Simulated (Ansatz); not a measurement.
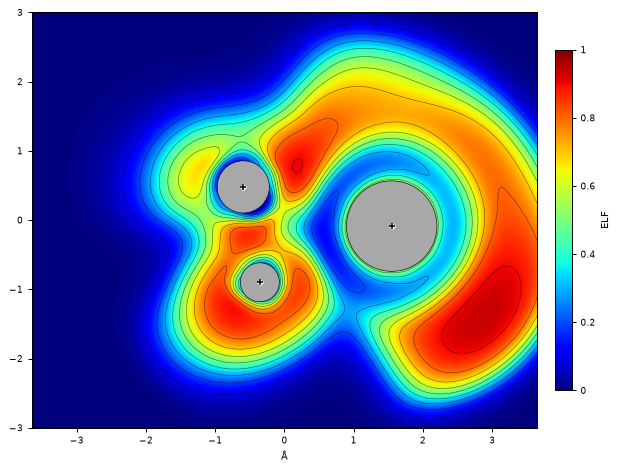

The electron localisation function on a plane through atoms (crosses mark nuclei in the plane; grey discs cover the cores).

All numbers below come from isolated molecule in a Gaussian basis; Kohn-Sham density functional theory, functional PBE0 in Ansatz 0.2.0.

Candidates:
A. CH₂OSn (SMILES [CH2]1[O][Sn]1)
B. C₅H₈ClN₂ (SMILES ClCCc1c[nH+]c[nH]1) (charge +1)
C. CBF₂O (SMILES O=[C]B(F)F) (doublet)

Q: Which system is this?

A: Candidate A: CH₂OSn on the plane of atoms O2, C1 and Sn3, which holds C, O and Sn. C–O (1.40 Å): the ELF peaks at about 0.85 between the atoms; a shared but strongly polarised pair. Sn–O (2.07 Å): the ELF peaks at about 0.80 in the valence shell of O, 0.6 Å from its nucleus, and drops to about 0.15 between the two atoms.
